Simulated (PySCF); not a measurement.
**BCl (SMILES [B]Cl) at 3 levels**

Aim: a comparison of 3 runs (SVWN5/STO-3G, UMP2/STO-3G, CCSD(T)/STO-3G) of BCl. Input form: a Python script.

The calculation is run with PySCF 2.14.0.

12 further runs of the same task are left out: 3 that didn't finish, 9 set aside as unsound or not needed.

## Step 1: The molecule

The species is BCl (2 atoms), meant as a singlet with charge 0. SMILES: `[B]Cl`. The B1–Cl2 distance was set to 1.894 Å, away from the relaxed value.

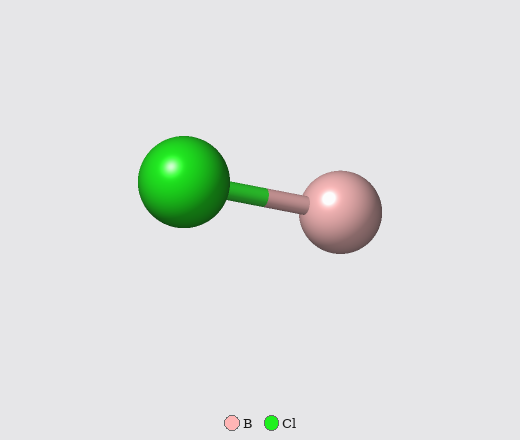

The structure, seen from a chosen angle (boron pink, chlorine green).

## Step 2: A single-point energy at SVWN5/STO-3G (run 1)

run.py reads:

```python
from pyscf import gto, dft

system = gto.M(
    atom='B 0.000000 0.000000 -0.315670; Cl 0.000000 0.000000 1.578530',
    spin=0,
    verbose=3,
    max_memory=1860,
    basis='sto-3g',
)

calc0 = dft.RKS(system)
calc0.xc = 'svwn'
calc0.conv_tol = 1e-10
calc0.grids.level = 5
calc0.kernel()
if not calc0.converged:
    calc0 = calc0.newton().run(calc0.mo_coeff, calc0.mo_occ)

e_tot = calc0.e_tot
print('E = %.10f Eh' % e_tot)
```

The run is started by

```sh
OMP_NUM_THREADS=1 python run.py
```

Log:

```text
converged SCF energy = -477.795173014857
E = -477.7951730149 Eh
```

Run time: 1.7 s. Hardware: 1 thread of Arm Neoverse N1, shared host; peak memory 0.13 GiB.

## Step 3: A single-point energy at UMP2/STO-3G (run 2)

start.xyz reads:

```xyz
2

B      0.000000     0.000000    -0.315670
Cl     0.000000     0.000000     1.578530
```

input.py reads:

```python
from pyscf import gto, mp

molecule = gto.M(
    atom='start.xyz',
    basis='sto-3g',
    verbose=3,
    max_memory=1860,
)

mf = molecule.UHF()
mf.conv_tol = 1e-10
mf.kernel()
if not mf.converged:
    mf = mf.newton().run(mf.mo_coeff, mf.mo_occ)
for _ in range(3):
    mo, _, stable, _ = mf.stability(return_status=True)
    if stable:
        break
    mf.kernel(mf.make_rdm1(mo, mf.mo_occ))

pt = mp.MP2(mf, frozen=6).run()
energy = pt.e_tot
print('E = %.10f Eh' % energy)
```

The run is started by

```sh
OMP_NUM_THREADS=1 python input.py
```

Log:

```text
converged SCF energy = -478.849370552158  <S^2> = 5.6843419e-14  2S+1 = 1
<class 'pyscf.scf.uhf.UHF'> wavefunction has an internal instability
converged SCF energy = -478.852575136523  <S^2> = 0.30642931  2S+1 = 1.4918838
<class 'pyscf.scf.uhf.UHF'> wavefunction is stable in the internal stability analysis
E(UMP2) = -478.883820191029  E_corr = -0.031245054506559
E(SCS-UMP2) = -478.886105270878  E_corr = -0.0335301343552848
E = -478.8838201910 Eh
```

It took 1.2 s on 1 thread of Arm Neoverse N1, shared host; peak memory 0.12 GiB.

## Step 4: A single-point energy at CCSD(T)/STO-3G (run 3)

input.py reads:

```python
from pyscf import gto, scf, cc

mol = gto.Mole()
mol.atom = [
    ('B', (0.000000, 0.000000, -0.315670)),
    ('Cl', (0.000000, 0.000000, 1.578530)),
]
mol.basis = 'sto-3g'
mol.charge = 0
mol.spin = 0
mol.max_memory = 1860
mol.verbose = 4
mol.build()

mf = scf.RHF(mol)
mf.conv_tol = 1e-10
mf.kernel()
if not mf.converged:
    mf = mf.newton().run(mf.mo_coeff, mf.mo_occ)

mycc = cc.CCSD(mf, frozen=6)
mycc.kernel()
e_t = mycc.ccsd_t()
e_tot = mycc.e_tot + e_t
print(f'total energy: {e_tot:.8f} hartree')
```

The run is started by

```sh
OMP_NUM_THREADS=1 python input.py
```

Log:

```text
PySCF version 2.14.0

[INPUT] num. atoms = 2
[INPUT] num. electrons = 22
[INPUT] charge = 0
[INPUT] spin (= nelec alpha-beta = 2S) = 0
[INPUT] symmetry False subgroup None
[INPUT] Mole.unit = angstrom
[INPUT] Symbol           X                Y                Z      unit          X                Y                Z       unit  Magmom
[INPUT]  1 B      0.000000000000   0.000000000000  -0.315670000000 AA    0.000000000000   0.000000000000  -0.596529845741 Bohr   0.0
[INPUT]  2 Cl     0.000000000000   0.000000000000   1.578530000000 AA    0.000000000000   0.000000000000   2.982989379410 Bohr   0.0

nuclear repulsion = 23.7462057481787
number of shells = 8
number of NR pGTOs = 42
number of NR cGTOs = 14
basis = sto-3g
ecp = {}

******** <class 'pyscf.scf.hf.RHF'> ********
method = RHF
initial guess = minao
damping factor = 0
level_shift factor = 0
DIIS = <class 'pyscf.scf.diis.CDIIS'>
diis_start_cycle = 1
diis_space = 8
diis_damp = 0
SCF conv_tol = 1e-10
SCF conv_tol_grad = None
SCF max_cycles = 50
direct_scf = True
direct_scf_tol = 1e-13
Set gradient conv threshold to 1e-05
Initial guess from minao.
init E= -478.347501767357
  HOMO = -0.229448798734018  LUMO = 0.172658005091159  gap/eV = 10.94188
cycle= 1 E= -478.801913563389  delta_E= -0.454  |g|= 0.254  |ddm|=  1.5
  HOMO = -0.334382445489995  LUMO = 0.146641640643  gap/eV = 13.08933
cycle= 2 E= -478.846932614561  delta_E= -0.045  |g|= 0.0569  |ddm|= 0.783
  HOMO = -0.318068049875271  LUMO = 0.210377938452233  gap/eV = 14.37975
cycle= 3 E= -478.849017461871  delta_E= -0.00208  |g|= 0.0169  |ddm|= 0.115
  HOMO = -0.320347052763204  LUMO = 0.211507451889584  gap/eV = 14.47250
cycle= 4 E= -478.849359613646  delta_E= -0.000342  |g|= 0.00287  |ddm|= 0.0816
  HOMO = -0.319482470079894  LUMO = 0.210982045537505  gap/eV = 14.43467
cycle= 5 E= -478.849370214057  delta_E= -1.06e-05  |g|= 0.000667  |ddm|= 0.0149
  HOMO = -0.319803181710636  LUMO = 0.211333677295661  gap/eV = 14.45297
cycle= 6 E= -478.849370538349  delta_E= -3.24e-07  |g|= 0.000109  |ddm|= 0.00231
  HOMO = -0.319750688979549  LUMO = 0.211290175116883  gap/eV = 14.45036
cycle= 7 E= -478.849370552152  delta_E= -1.38e-08  |g|= 3.61e-06  |ddm|= 0.000427
  HOMO = -0.319751858692024  LUMO = 0.21128955456986  gap/eV = 14.45037
cycle= 8 E= -478.849370552158  delta_E= -5.91e-12  |g|= 1.99e-07  |ddm|= 7.76e-06
  HOMO = -0.319751909065306  LUMO = 0.211289551730685  gap/eV = 14.45037
Extra cycle  E= -478.849370552158  delta_E= -1.14e-13  |g|= 5.22e-08  |ddm|= 5.2e-07
converged SCF energy = -478.849370552158

******** <class 'pyscf.cc.ccsd.CCSD'> ********
CC2 = 0
CCSD nocc = 5, nmo = 8
frozen orbitals 6
max_cycle = 50
direct = 0
conv_tol = 1e-07
conv_tol_normt = 1e-05
diis_space = 6
diis_start_cycle = 0
diis_start_energy_diff = 1e+09
Init t2, MP2 energy = -478.889169387506  E_corr(MP2) -0.039798835347975
Init E_corr(CCSD) = -0.0397988353479763
cycle = 1  E_corr(CCSD) = -0.0506463849301152  dE = -0.0108475496  norm(t1,t2) = 0.0717468
cycle = 2  E_corr(CCSD) = -0.0579718435368886  dE = -0.00732545861  norm(t1,t2) = 0.0351253
cycle = 3  E_corr(CCSD) = -0.0627532053945418  dE = -0.00478136186  norm(t1,t2) = 0.0194618
cycle = 4  E_corr(CCSD) = -0.0643968944410677  dE = -0.00164368905  norm(t1,t2) = 0.00651713
cycle = 5  E_corr(CCSD) = -0.0642500539761337  dE = 0.000146840465  norm(t1,t2) = 0.00131873
cycle = 6  E_corr(CCSD) = -0.0642919423362337  dE = -4.18883601e-05  norm(t1,t2) = 0.000268202
cycle = 7  E_corr(CCSD) = -0.064269011012478  dE = 2.29313238e-05  norm(t1,t2) = 6.87658e-05
cycle = 8  E_corr(CCSD) = -0.0642723525908327  dE = -3.34157835e-06  norm(t1,t2) = 1.3263e-05
cycle = 9  E_corr(CCSD) = -0.0642724280206174  dE = -7.54297847e-08  norm(t1,t2) = 2.14057e-06
CCSD converged
E(CCSD) = -478.9136429801783  E_corr = -0.06427242802061744
CCSD(T) correction = -0.0026183013661501
total energy: -478.91626128 hartree
```

Run time: 1.1 s. Hardware: 1 thread of Arm Neoverse N1, shared host; peak memory 0.1 GiB.

## Step 5: The series

```
run           level  integration grid  frozen core orbitals  energy (Eh)  dipole moment (D) of the reference  HOMO energy (eV)  LUMO energy (eV)  wall time
  1    SVWN5/STO-3G                 5                     –  -477.795173                                0.63             -3.89             -0.32      1.7 s
  2     UMP2/STO-3G                 –                     6  -478.883820                                1.76             -9.04              5.85      1.2 s
  3  CCSD(T)/STO-3G                 –                     6  -478.916261                                1.48             -8.70              5.75      1.1 s
```

## Step 6: Outcome

| quantity | value |
| --- | --- |
| run 3: total energy | -478.91626 Eh |
| run 3: dipole moment (Hartree–Fock density) | 1.48 D |
| run 3: HOMO energy (Hartree–Fock orbitals) | -8.70 eV |
| run 3: LUMO energy (Hartree–Fock orbitals) | 5.75 eV |
| run 3: HOMO–LUMO gap (Hartree–Fock orbitals) | 14.45 eV |
| run 3: correlation energy (6 core orbitals frozen) | -66.9 mEh |
| run 3: (T) correction | -2.62 mEh |
| run 3: T1 diagnostic | 0.017 |

In words: In runs 1, 2, 3 the basis is minimal, so the values are rough. Spin contamination of the reference: run 2 ⟨S²⟩ = 0.31. All runs together took 4 s, the longest 1.7 s.
